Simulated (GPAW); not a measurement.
The Pd L₃ edge of atom 1 in CuPd (Skaergaardite, Pm-3m), with 8 Cu at 2.59 Å and 6 Pd at 2.99 Å (cube and octahedron, as in bcc, site symmetry m-3m), was computed in 2 ways: excited-electron core hole (neutral cell) and no core hole. Program and functional: GPAW, LDA, Gaussian full width 2.25 eV up to 4 eV, rising linearly to 3.5 eV at 25 eV; cells of 2 and 16 atoms (the run without a hole in the smaller).

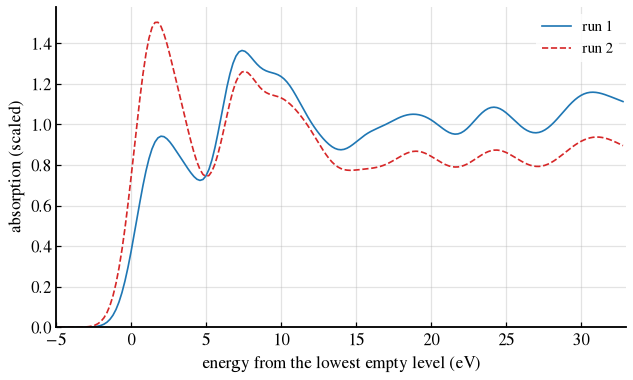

Each run is counted from its own lowest empty level or Fermi level and scaled to a mean of 1 over its first 20 eV.

The database entry behind the starting cell differs from later determinations by our own check (about 0.35 % long), so it need not match the best structure at ambient conditions.

Q: Which run is which?

Run 1: excited-electron core hole (neutral cell) (area from −2 to 6 eV 5.0, main maxima 2.0 eV (0.94), 7.4 eV (1.36), 18.8 eV (1.05) and 24.2 eV (1.09)). Run 2: no core hole (area from −2 to 6 eV 7.1, main maxima 1.8 eV (1.50), 7.6 eV (1.26), 19.0 eV (0.87) and 24.4 eV (0.87)). With each curve scaled to its own mean, the area from −2 to 6 eV with the hole is 5.0 against 7.1, and the centre of weight from −1 to 20 eV moves by +1.2 eV (first and strongest maxima below 20 eV: 1.8 eV (1.50), 7.6 eV (1.26) and 19.0 eV (0.87) without the hole, 2.0 eV (0.94), 7.4 eV (1.36) and 18.8 eV (1.05) with it): the near-edge weight falls against the higher-lying part.

[Hosts, paths, dates, database ids (printed as entryN), source tags and the programs' standing remarks are cut or masked in the printed files.]

[Lists of maxima count a maximum above −3 eV only where it reaches 4 % of the highest in the window and stands out from its surroundings by 2 % of it (1.5 % where it reaches 55 %); shoulders and weaker maxima are passed over, and of the rest the first, up to two pre-edge ones and the few strongest are named.]
